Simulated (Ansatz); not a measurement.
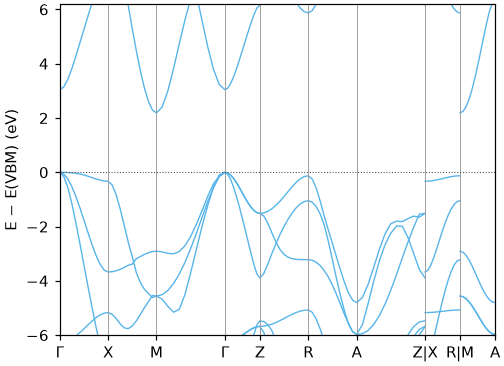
*Band structure from plane-wave PAW r²SCAN (Ansatz code)*

Question: Read off the gap and where the band edges lie.

Answer: About 2.2 eV (2.19 eV by a search for the band edges); maximum at Γ, minimum at M.

The material is B₂CO in space group P-4m2 (No. 115; B on 2g, C on 1a, O on 1c).

The start of the workflow was typed in or built on a structure type; neither database checked (COD, Materials Project) lists it. Whether it is the stable phase at ambient conditions was not checked. Symmetry was held in the r²SCAN relaxation; its stability against distortions is not shown here.

Potentials: the earlier of the program's two PAW sets.
